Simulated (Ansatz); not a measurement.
Input file:

```
crystal:
  periodic: [false, false, false]
  atoms:
    - {symbol: Si, position_ang: [-0.521885, 0.837234, 0.391457]}
    - {symbol: O, position_ang: [-0.025061, -0.552721, -0.351409]}
    - {symbol: Si, position_ang: [-0.768264, -1.743509, -1.203852]}
    - {symbol: F, position_ang: [-0.194028, 2.250040, -0.320662]}
    - {symbol: F, position_ang: [-0.676957, 0.835264, 1.999778]}
    - {symbol: H, position_ang: [-1.973124, 0.798816, 0.065414]}
    - {symbol: H, position_ang: [1.790528, 0.157029, 1.435935]}
    - {symbol: N, position_ang: [1.514019, 0.967092, 0.893365]}
    - {symbol: H, position_ang: [-2.057535, -1.282707, -1.778282]}
    - {symbol: H, position_ang: [0.144718, -2.151816, -2.301755]}
    - {symbol: H, position_ang: [-1.012381, -2.912224, -0.319415]}
    - {symbol: H, position_ang: [1.702458, 1.801158, 1.438028]}
    - {symbol: H, position_ang: [2.077512, 0.996245, 0.051499]}
basis:
  gaussian: {orbitals: def2-TZVPP}
hamiltonian: {xc: pbe0, dispersion: d4}
output: {orbitals: {seedname: orbitals}}
```

Launched as:

```sh
ansatz run in.yaml --threads 4 --pin off --events-out ev --progress --plain --max-ram 46080MiB --backend cuda --devices 0, --max-vram 37GiB
```

The reactant side of a reaction path; geometry: PBE0-D4/def2-TZVP; a saddle point, not a minimum.

All numbers below come from RKS PBE0-D4/def2-TZVPP (Ansatz 0.2.0).

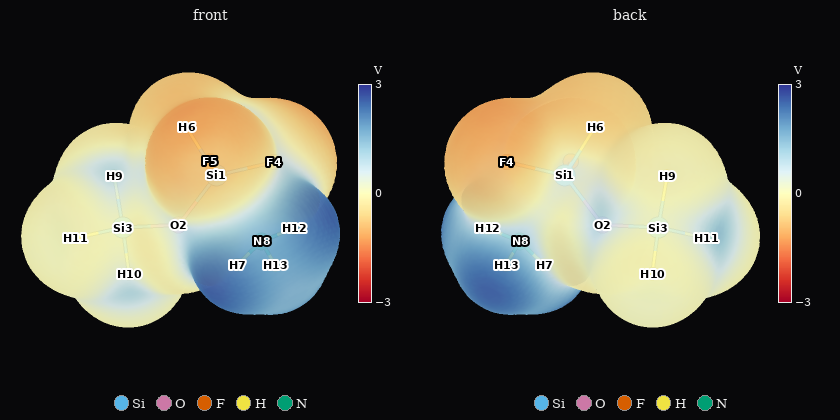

F$_{2}$H$_{4}$OSi$_{2}$···NH$_{3}$. The molecular electrostatic potential painted on the density surface at 0.002 e/bohr³, seen from the front and from behind; the colour scale runs from red (negative) to blue (positive).

Q: Describe the electrostatic potential map.

A: The most negative region (about −1.3 V) lies over F4 and F5, the most positive (about +2.6 V) over H7, H12 and H13.
